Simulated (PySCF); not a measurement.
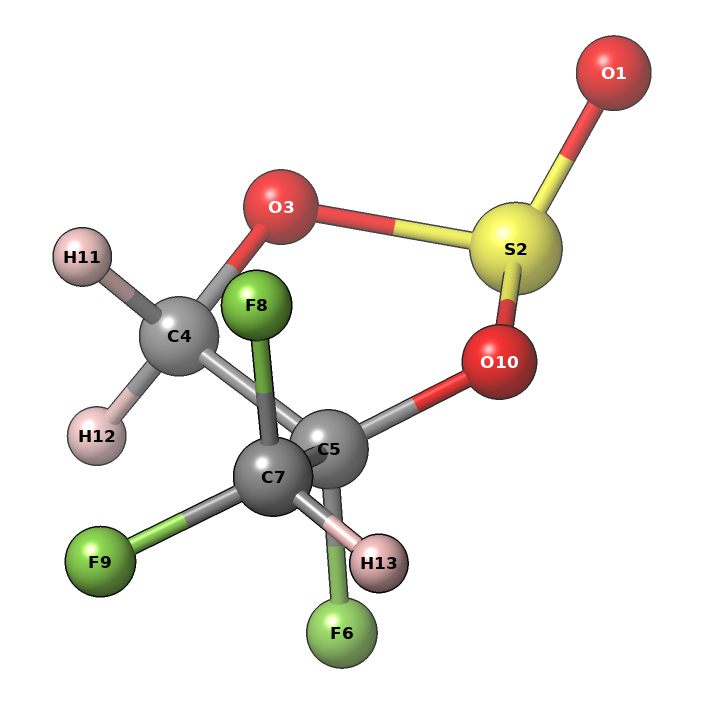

C5 lies behind C7. The molecule seen a little off the C7–C5 bond, C7 in front. Distant atoms are faded towards the background colour. Geometry: an end point of a reaction path computed with GFN2-xTB.

> What is the torsion angle F8–C7–C5–F6? The sign is positive where the front bond must turn clockwise to cover the back bond.

180°, antiperiplanar (anti). The bonds about C7–C5 are staggered.
